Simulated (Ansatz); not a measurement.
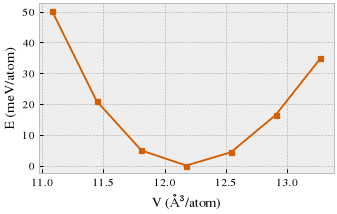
Figure. Cu in space group P6/mmm (No. 191; Cu on 1a, Cu on 2d) under volume change, PBE in the plane-wave PAW code Ansatz, shape and atoms relaxed at each volume.

**Question.** What does a third-order Birch–Murnaghan fit give for V₀, B₀ and B′?

**Answer.** V₀ = 12.18 Å³/atom, B₀ = 135 GPa, B′ = 5.0.

The cell is a constructed one: a structure type filled with these elements; neither database checked (COD, Materials Project) lists it. It is not the phase usual at ambient conditions (space group No. 225). The PBE relaxation kept the symmetry of its start. At this level the phase is dynamically unstable (imaginary phonons). The run is not spin-polarised.

Potentials: the later of the program's two PAW sets.
